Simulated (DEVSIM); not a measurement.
Device: Co/SiO2/p-Ge capacitor, at 350 K.

```csv
layer (left to right),material,thickness (nm),Na (cm⁻³)
1,SiO2,3.10,-
2,Ge,4400,1.8e16
```

Metal gate on the left, work function 5 eV. Fixed charge at the semiconductor interface -2.6e11 cm⁻² (in units of +e); no interface traps.

Constants are typed, rounded textbook-type inputs, not results; the design itself was drawn at random and stands for no fabricated device. Values at 300 K; Nc and Nv go as T^1.5, mobilities as T to minus their exponent, the gap by Varshni's rule with the affinity fixed.

```tsv
parameter	SiO2	Ge
gap (eV)	9	0.664
affinity (eV)	0.9	4
permittivity	3.9	16
Nc (cm⁻³)	-	1.04e19
Nv (cm⁻³)	-	6e18
Varshni α (eV/K)	-	0.000477
Varshni β (K)	-	235
```

DEVSIM, 1D Poisson equation in equilibrium, Boltzmann statistics, complete ionisation; no quantum confinement or tunnelling. Metal contacts follow the ideal Schottky-Mott rule: no Fermi-level pinning, no interface dipoles.

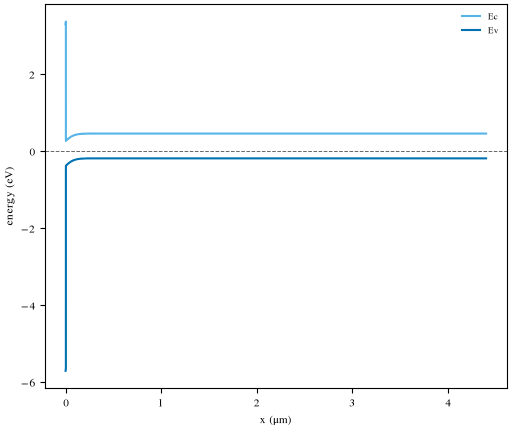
Figure. Band edges at 0.8 V on the gate

Energies count from the Fermi level of the right contact; mesh points crowd at the junctions.

| x (μm) | Ec (eV) | Ev (eV) | n (cm⁻³) | p (cm⁻³) | field (V/cm) |
|---|---|---|---|---|---|
| 0.000 | 3.300 | -5.700 | < 1e2 | < 1e2 | 230000 |
| 0.0009558 | 3.322 | -5.678 | < 1e2 | < 1e2 | 230000 |
| 0.002097 | 3.348 | -5.652 | < 1e2 | < 1e2 | 230000 |
| 0.003060 | 3.369 | -5.630 | < 1e2 | < 1e2 | 180000 |
| 0.005040 | 0.275 | -0.369 | 1.4e15 | 3.6e13 | 25000 |
| 0.008473 | 0.284 | -0.361 | 1.1e15 | 4.8e13 | 25000 |
| 0.01618 | 0.302 | -0.342 | 5.9e14 | 8.9e13 | 23000 |
| 0.03999 | 0.351 | -0.293 | 1.1e14 | 4.5e14 | 18000 |
| 0.08489 | 0.414 | -0.230 | 1.4e13 | 3.6e15 | 9900 |
| 0.1767 | 0.457 | -0.188 | 3.5e12 | 1.5e16 | 1400 |
| 0.3703 | 0.462 | -0.182 | 2.9e12 | 1.8e16 | 10 |
| 1.020 | 0.462 | -0.182 | 2.9e12 | 1.8e16 | ≈ 0 |
| 2.203 | 0.462 | -0.182 | 2.9e12 | 1.8e16 | ≈ 0 |
| 3.360 | 0.462 | -0.182 | 2.9e12 | 1.8e16 | ≈ 0 |
| 4.026 | 0.462 | -0.182 | 2.9e12 | 1.8e16 | ≈ 0 |
| 4.225 | 0.462 | -0.182 | 2.9e12 | 1.8e16 | ≈ 0 |
| 4.319 | 0.462 | -0.182 | 2.9e12 | 1.8e16 | ≈ 0 |
| 4.365 | 0.462 | -0.182 | 2.9e12 | 1.8e16 | ≈ 0 |
| 4.390 | 0.462 | -0.182 | 2.9e12 | 1.8e16 | ≈ 0 |
| 4.398 | 0.462 | -0.182 | 2.9e12 | 1.8e16 | ≈ 0 |
| 4.401 | 0.462 | -0.182 | 2.9e12 | 1.8e16 | ≈ 0 |
| 4.403 | 0.462 | -0.182 | 2.9e12 | 1.8e16 | ≈ 0 |
